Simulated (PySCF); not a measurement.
The calculation's input:

```
{"job": {"kind": "nmr", "xc": "PBE0", "basis": "pcSseg-1"}, "charge": 0, "multiplicity": 1}
C      3.809303     0.451556     0.271876
C      2.302938     0.639611     0.388382
C      1.535197    -0.475141    -0.312173
O      0.157275    -0.225330    -0.181791
C     -0.677784    -1.161094    -0.839776
Si    -2.421803    -0.425765    -0.543529
C     -3.096234    -1.152513     1.085257
Si    -2.013825     1.849575    -0.421101
H      4.114649     0.438163    -0.772395
H      4.115585    -0.486120     0.731084
H      4.330132     1.264603     0.771420
H      2.005905     0.656807     1.438259
H      2.005319     1.590999    -0.055753
H      1.784020    -1.453221     0.132516
H      1.808654    -0.515043    -1.379957
H     -0.414501    -1.217398    -1.904821
H     -0.528734    -2.164163    -0.419659
H     -3.294143    -0.934242    -1.624869
H     -2.411015    -0.956602     1.905972
H     -3.241898    -2.228452     1.028078
H     -4.052511    -0.705924     1.341806
H     -1.196845     2.351790    -1.529809
H     -1.359895     2.266375     0.821338
H     -3.271524     2.611292    -0.482873
```

Launched as:

```sh
OMP_NUM_THREADS=1 python probes_run.py task.json out
```

Geometry: GFN2-xTB.

The calculation used PBE0/pcSseg-1, SCF density, gas phase, non-relativistic in PySCF 2.14.0.

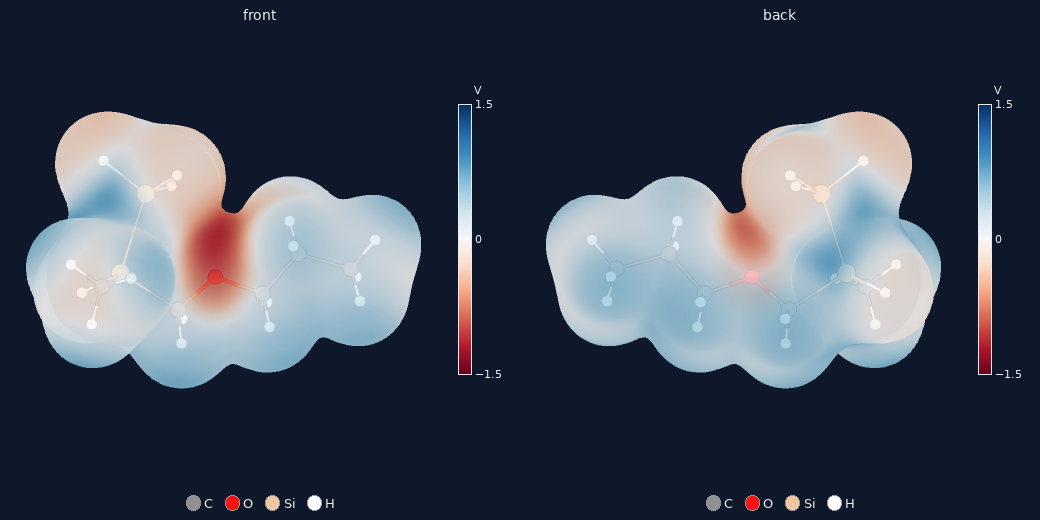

C5H16OSi2. The molecular electrostatic potential painted on the density surface at 0.002 e/bohr³, seen from the front and from behind; red is negative and blue positive.

> Describe the electrostatic potential map.

The most negative region (about −1.1 V) lies over O4, the most positive (about +0.8 V) over Si6 and Si8. O4 is the likeliest acceptor of a hydrogen bond.

> How polar is the molecule by this calculation?

Its dipole moment is 1.75 D.
